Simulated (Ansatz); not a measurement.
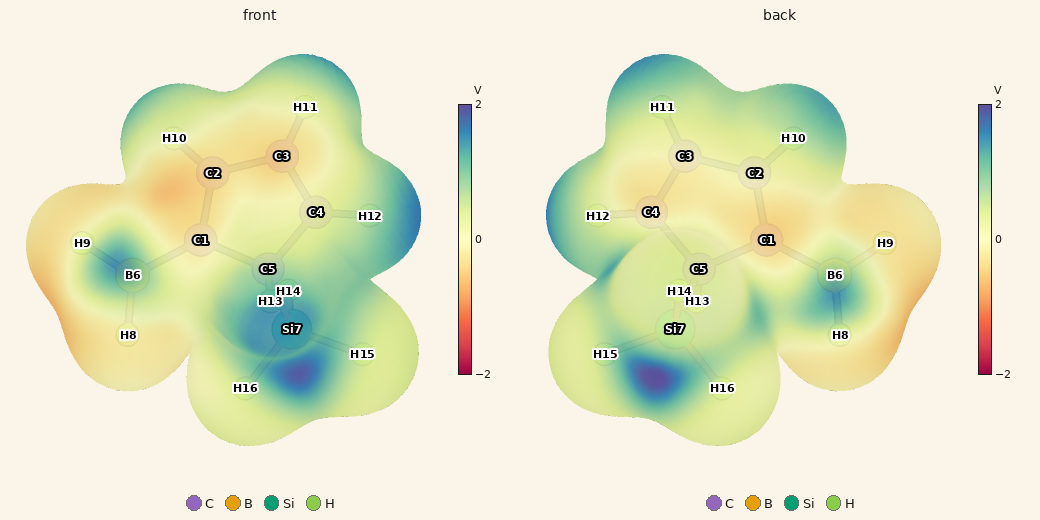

The picture shows: C$_{5}$H$_{9}$BSi. The molecular electrostatic potential painted on the density surface at 0.004 e/bohr³, seen from the front and from behind; the colour scale runs from red (negative) to blue (positive).

Geometry: PBE-D3(BJ)/def2-SVP.

Theory: isolated molecule in a Gaussian basis; Kohn-Sham density functional theory, functional PBE0 (Ansatz).

The calculation's input:

```
crystal:
  periodic: [false, false, false]
  atoms:
    - {symbol: C, position_ang: [-1.111938, 0.329905, 0.133860]}
    - {symbol: C, position_ang: [-0.308001, 1.395535, 0.551401]}
    - {symbol: C, position_ang: [1.071977, 1.152580, 0.234781]}
    - {symbol: C, position_ang: [1.169024, -0.077740, -0.387118]}
    - {symbol: C, position_ang: [-0.188703, -0.637378, -0.557164]}
    - {symbol: B, position_ang: [-2.618765, 0.211618, 0.334062]}
    - {symbol: Si, position_ang: [-0.594104, -0.503372, -2.445752]}
    - {symbol: H, position_ang: [-3.246945, -0.726733, -0.125961]}
    - {symbol: H, position_ang: [-3.207081, 1.065979, 0.973425]}
    - {symbol: H, position_ang: [-0.691514, 2.300470, 1.045351]}
    - {symbol: H, position_ang: [1.907851, 1.832251, 0.450610]}
    - {symbol: H, position_ang: [2.093160, -0.558586, -0.738706]}
    - {symbol: H, position_ang: [-0.324910, -1.715851, -0.326461]}
    - {symbol: H, position_ang: [-0.490450, 0.937369, -2.850169]}
    - {symbol: H, position_ang: [0.399542, -1.329528, -3.218983]}
    - {symbol: H, position_ang: [-1.970302, -1.038727, -2.715212]}
basis:
  gaussian:
    orbitals: def2-SVPD
hamiltonian:
  xc: pbe0
output: {forces: true, orbitals: {seedname: orbitals}}
```

Command:

```sh
ansatz run input.yaml --threads 2 --pin off --max-ram 5220MiB --events-out events.jsonl --progress --plain --runs-dir runs
```

Question: Which sites attract a positive test charge, and which a negative one?

Answer: A positive charge is drawn to the negative regions and a negative charge to the positive ones. The most negative region (about −0.7 V) lies over C1, the most positive (about +1.9 V) over Si7.
